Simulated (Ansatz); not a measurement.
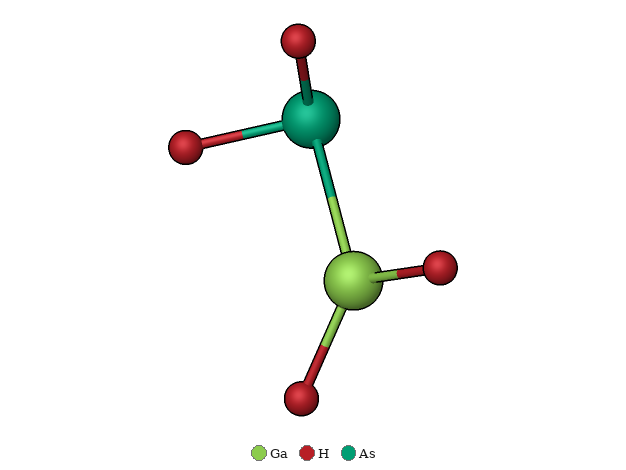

Sticks follow a distance rule. Harmonic vibrations computed with RKS PBE0-D4/def2-TZVP (Ansatz 0.2.0) at a stationary point of the same level.

### How many imaginary frequencies does it have?

A minimum: no imaginary frequency, and the lowest mode lies at 186 cm⁻¹.

### How many vibrational modes are there, and where do they lie?

12 modes: 186, 259, 359, 425, 614, 623, 743, 984, 1959, 1969, 2213, 2228 cm⁻¹.
